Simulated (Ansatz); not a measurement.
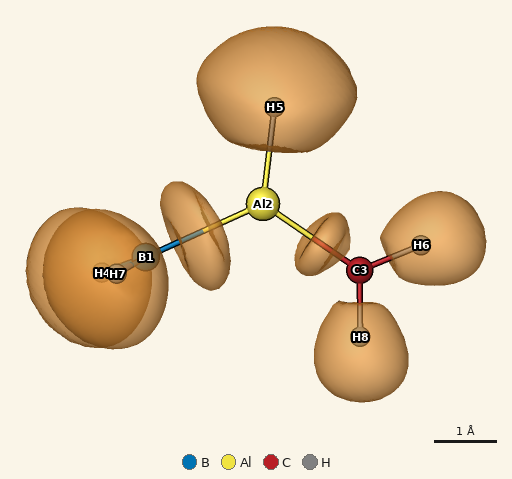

Figure 1: CH5AlB (doublet). Isosurface of the electron localisation function at 0.85 (orange), seen at a tilt. Only the valence region is drawn (cores and ρ < 0.01 e/Å³ removed).

Geometry: PBE0-D4/def2-TZVP.

The calculation used UKS PBE0-D4/def2-TZVPP in Ansatz.

```yaml
atoms:
  - { symbol: B, position_ang: [-1.8256, 1.0061, -1.0249] }
  - { symbol: Al, position_ang: [0.1808, 0.6885, -0.4133] }
  - { symbol: C, position_ang: [0.6250, -0.5791, 0.9762] }
  - { symbol: H, position_ang: [-2.3472, 0.3824, -1.9087] }
  - { symbol: H, position_ang: [1.3817, 1.4932, -1.0879] }
  - { symbol: H, position_ang: [1.6416, -0.7670, 1.3201] }
  - { symbol: H, position_ang: [-2.5374, 1.8357, -0.5276] }
  - { symbol: H, position_ang: [-0.0995, -1.1915, 1.5114] }
```

> Describe the localisation domains.

At this value the surface marks out one region between bonded Al–B atoms (shared pairs), one region between bonded Al–C atoms (shared pairs) and five regions around hydrogen nuclei.

Values along the shortest contacts:
C–Al (1.93 Å): the ELF peaks at about 0.95 between the atoms: a polar covalent bond. Al–B (2.12 Å): the ELF peaks at about 1 between the atoms (a shared electron pair).
